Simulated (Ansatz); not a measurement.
# Hypothetical Pm-3n Ge: pressure series

Start from Ge (space group Pm-3n, No. 223; a = 5.417 Å; a hypothetical phase, not in the database extracts checked).

Cell and atoms are relaxed at each pressure.

Levels (all Ansatz, a first-principles code, PAW): PBE (420 eV, no spin-orbit coupling); PBEsol (420 eV, scalar-relativistic without spin-orbit coupling).

The base cell above is that of PBE; each level relaxes its own structures.

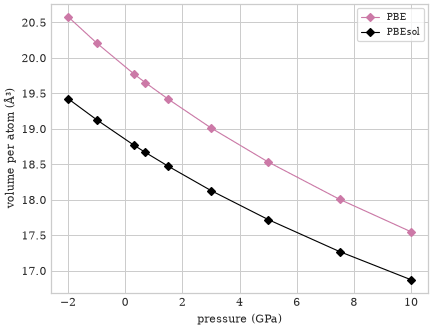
*Volume per atom under two levels*

Q: How do the two levels compare along the series?

A: PBE lies above PBEsol in every row, by 0.68 Å³ to 1.15 Å³. They put the cases in the same order.

Load acts through the strain it causes; cell and atoms are relaxed under it. Whether these cells are dynamically stable was not tested. Competing high-pressure phases were not computed.
